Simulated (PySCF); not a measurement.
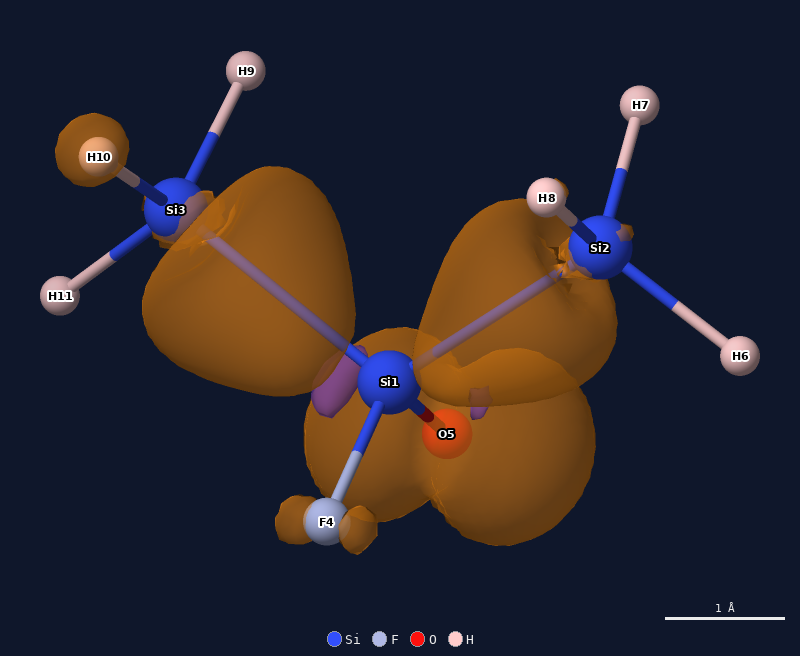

*FH₆OSi₃ (SMILES [O][Si](F)([SiH3])[SiH3]) (doublet). Isosurfaces of the spin density (α minus β) at +0.02 (orange) and −0.02 e/Å³ (purple), seen at a tilt.*

Geometry: PBE0-D3(BJ)/def2-SVP.

All numbers below come from UKS B3LYP, IGLO-III on F O Si, pcH-1 on H, non-relativistic, mean-field spin-orbit, GIAO in PySCF.

```xyz
11

Si   -0.0581    0.9497    0.0780
Si   -1.9088   -0.4303   -0.4195
Si    1.9339   -0.3014    0.3857
F    -0.3966    1.7786    1.4384
O     0.3190    1.7922   -1.2412
H    -3.0649    0.4224   -0.8194
H    -1.5068   -1.3350   -1.5349
H    -2.2478   -1.2278    0.7965
H     2.0615   -1.2092   -0.7901
H     1.8089   -1.0980    1.6433
H     3.0920    0.6322    0.4717
```

> Which atoms carry the spin?

The unpaired spin (1 electron) lies mostly on O5 (about 0.6), Si3 (about 0.1), Si2 (about 0.1) and Si1 (about 0.1), in electrons by Hirshfeld's partition.
